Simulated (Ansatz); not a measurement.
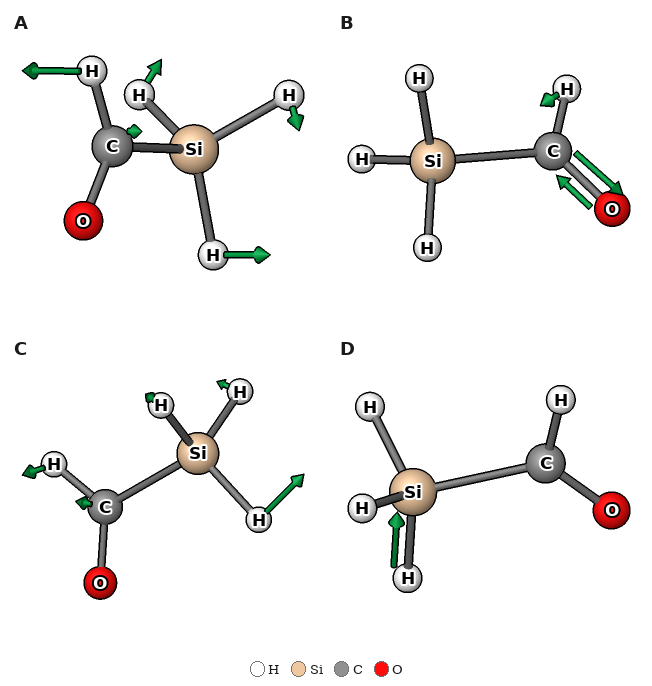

4 normal modes of one molecule or complex, as arrows. Harmonic vibrations computed with RKS PBE0-D4/def2-TZVP (Ansatz 0.2.0) at a stationary point of the same level.

Match the panels to the wavenumbers 738 cm⁻¹, 905 cm⁻¹, 1782 cm⁻¹, 2265 cm⁻¹.

A: 905 cm⁻¹, H–Si–H bending
B: 1782 cm⁻¹
C: 738 cm⁻¹
D: 2265 cm⁻¹, Si–H stretching
